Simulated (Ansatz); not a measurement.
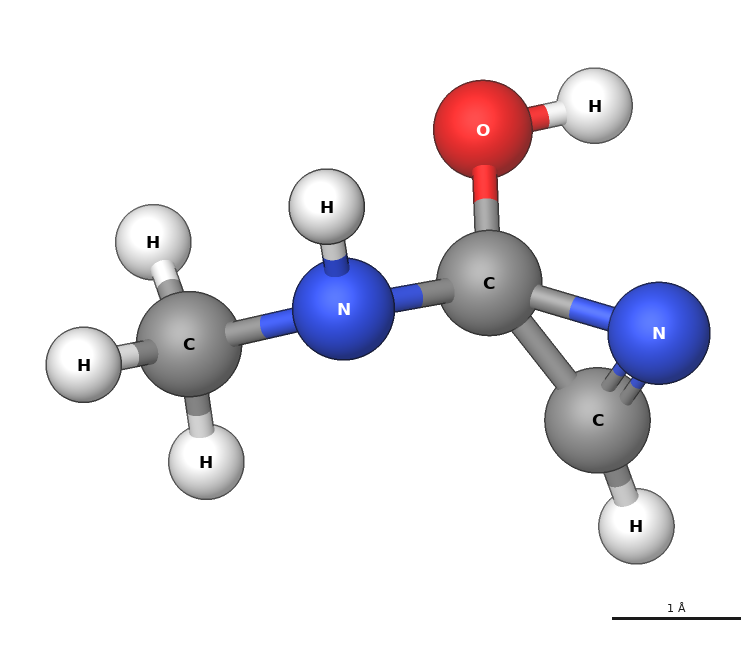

Rendered structure (ball-and-stick style). Double and triple bonds are drawn as two and three sticks.

Give the formula.

Answer. C3H6N2O, 12 atoms: 3 carbon, 6 hydrogen, 2 nitrogen and 1 oxygen.

Name some functional groups or characteristic bonds that it holds.

Answer. Among them: alcohol, secondary amine, imine.

What is its SMILES?

Answer. CN[C@]1(O)C=N1

Give the symmetry (Schoenflies symbol).

Answer. C1.

Describe its rings.

Answer. Independent rings (smallest set): 1 of 3 members.

The parts below concern this one geometry. Atoms keep their numbers from picture to picture. The computed structure is the end point of a PBE0-D4/def2-TZVP optimisation. No frequency run is at hand to confirm it as a minimum.

### Shape

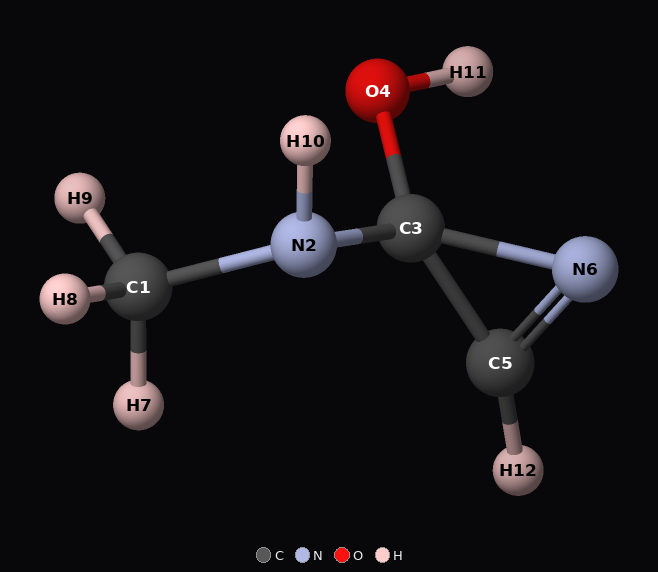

Numbered structure. No frequency run is at hand to confirm it as a minimum.

How are the neighbours of atom 1 arranged?

Answer. C1 has 4 neighbours (N2 at 1.45, H7 at 1.09, H8 at 1.09, H9 at 1.10 Å); the arrangement is tetrahedral.

How are the neighbours of atom 4 arranged?

Answer. O4 has 2 neighbours (C3 at 1.40, H11 at 0.96 Å); the arrangement is bent.

Describe the coordination of atom 2.

Answer. N2 has 3 neighbours (C1 at 1.45, C3 at 1.40, H10 at 1.01 Å); the arrangement is trigonal pyramidal.

Which bond is the longest?

Answer. C3–N6, 1.485 Å.

What is the dihedral angle C1–N2–C3–C5?

Answer. 89° in size, that is about perpendicular.

### Levels of theory compared

No frequency run is at hand to confirm it as a minimum. Program: Ansatz 0.2.0.

Tabulate HOMO–LUMO gap (eV), HOMO energy (eV) at these levels: B3LYP-D4/def2-TZVPP; PBE-D4/def2-TZVPP; PBE0-D4/def2-TZVPP; r2SCAN-D4/def2-TZVPP; ωB97M-V/def2-TZVPP; ωB97X-V/def2-TZVPP.

```json
{"level": "B3LYP-D4/def2-TZVPP", "HOMO–LUMO gap (eV)": "5.74", "HOMO energy (eV)": "−6.77"}
{"level": "PBE-D4/def2-TZVPP", "HOMO–LUMO gap (eV)": "3.62", "HOMO energy (eV)": "−5.53"}
{"level": "PBE0-D4/def2-TZVPP", "HOMO–LUMO gap (eV)": "6.25", "HOMO energy (eV)": "−6.99"}
{"level": "r2SCAN-D4/def2-TZVPP", "HOMO–LUMO gap (eV)": "4.13", "HOMO energy (eV)": "−5.81"}
{"level": "ωB97M-V/def2-TZVPP", "HOMO–LUMO gap (eV)": "10.91", "HOMO energy (eV)": "−9.35"}
{"level": "ωB97X-V/def2-TZVPP", "HOMO–LUMO gap (eV)": "11.09", "HOMO energy (eV)": "−9.43"}
```

### Dipole moment

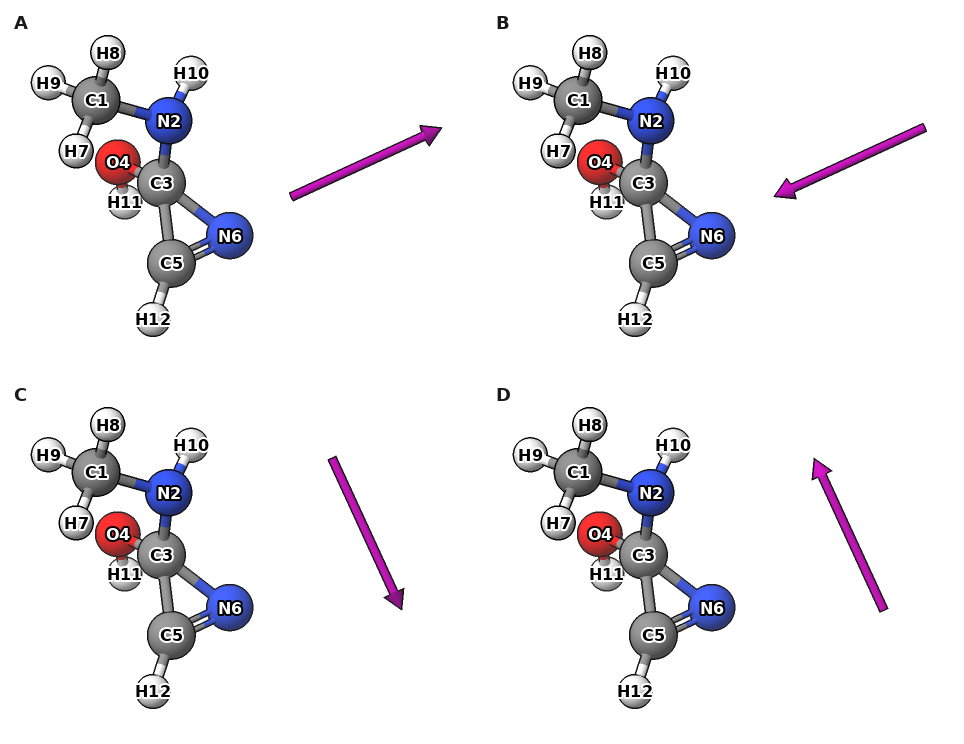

The same molecule four times, each with an arrow. No frequency run is at hand to confirm it as a minimum. Level of theory: RKS PBE-D4/def2-TZVPP (Ansatz 0.2.0).

Which arrow points along the dipole moment, from the negative to the positive end?

Answer. B. The dipole moment is 1.84 D; it points from the side of H10 to the side of H7 (the outermost atoms at the two ends).

### Charges

The questions are on Mulliken charges. No frequency run is at hand to confirm it as a minimum. Method: RKS PBE-D4/def2-TZVPP (Ansatz 0.2.0).

Which atom carries the highest charge (most positive or least negative)?

Answer. H11 (0.18 e).

And the lowest?

Answer. O4 (−0.27 e).

List the Mulliken charges.

```csv
atom,value (e)
C1,−0.20
N2,−0.19
C3,0.09
O4,−0.27
C5,−0.07
N6,−0.11
H7,0.08
H8,0.09
H9,0.10
H10,0.13
H11,0.18
H12,0.16
```

Mulliken values depend strongly on the basis set and can even reverse the polarity of a bond.
